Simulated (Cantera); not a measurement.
Input: 1 mol B2H6, 1.1 mol N2, equilibrated at 1.00 bar.

Method: chemical equilibrium by Gibbs-energy minimisation in Cantera with the NASA 1993 tables (ideal gas, pure condensed phases). Candidate condensed phases: B, BN; 15 gas species. The feed counts by its element totals alone. N2 is the only nitrogen source here; it is nearly inert below about 1500 K, so the nitride shown seldom forms there in practice. The tables' values for BH2 are old estimates; treat these amounts as uncertain. Gases not in the tables: B2H6 and higher boranes. The numbers say what is thermodynamically allowed, not how fast it happens.

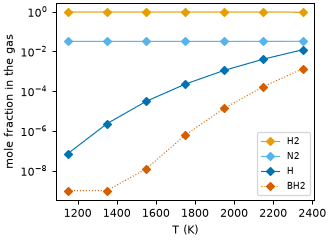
*Equilibrium gas composition (values under 1e-9 drawn at 1e-9)*

Q: Read off the mole fractions at 2350 K.

A: H2 about 0.95, N2 about 0.033, H about 0.012, BH2 about 0.0014.
